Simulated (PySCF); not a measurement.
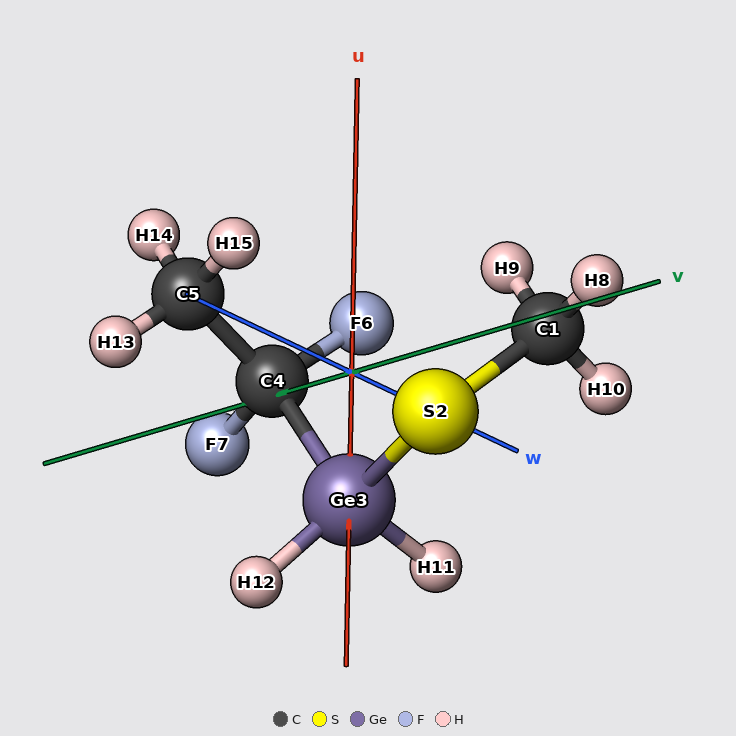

The lines u, v and w are the principal axes of the static dipole polarisability. The computed structure is the end point of a GFN2-xTB optimisation. No frequency run is at hand to confirm it as a minimum. Level of theory: ωB97X-D/def2-SVPD (PySCF 2.14.0).

**Along which axis is the molecule most polarisable, and along which least?**

Most along v (close to the long direction C1···F7), least along w.

**Give the three principal values.**

u 86.9, v 100.8, w 81.2 bohr³; mean 89.6, anisotropy 17.4 bohr³.

The geometry is semi-empirical. Around Ge such bond lengths and angles can be off by a tenth of an ångström or more and by several degrees, and values that hang on the shape move with them.
